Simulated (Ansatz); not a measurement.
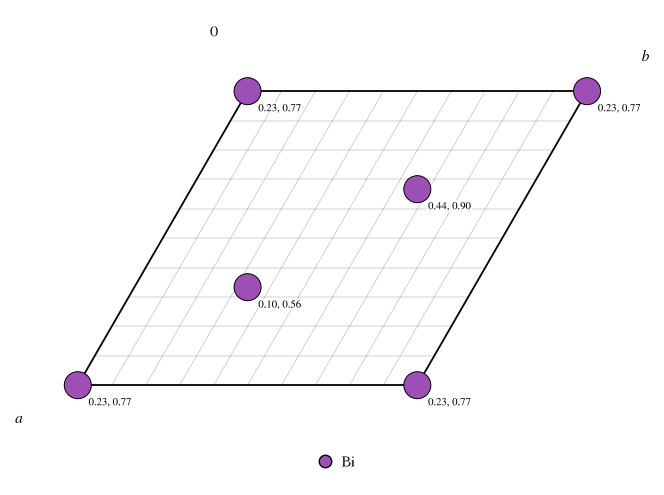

Plan of a unit cell projected along c (a down the page, b across); the numbers are heights as fractions of c, and atoms on the cell's edges are repeated. The grid marks tenths of a and b. Source: the input geometry of an electronic-structure calculation (not necessarily at equilibrium). All values are computed from the atomic coordinates in the standard setting (tolerance 0.002 Å).

a = 4.513 Å, b = 4.513 Å, c = 12.285 Å, α = 90.00°, β = 90.00°, γ = 120.00°.

Q: What does the cell contain?

A: 6 Bi: Bi, Z = 6.

Q: Which space group?

A: R-3m (No. 166, hexagonal axes), rhombohedral (trigonal, hexagonal axes).

Q: Give the independent sites, coordinates to two places.

A:
```json
{"atom": "Bi", "site": "6c", "symmetry": "3m", "x": "0.33", "y": "0.67", "z": "0.90"}
```
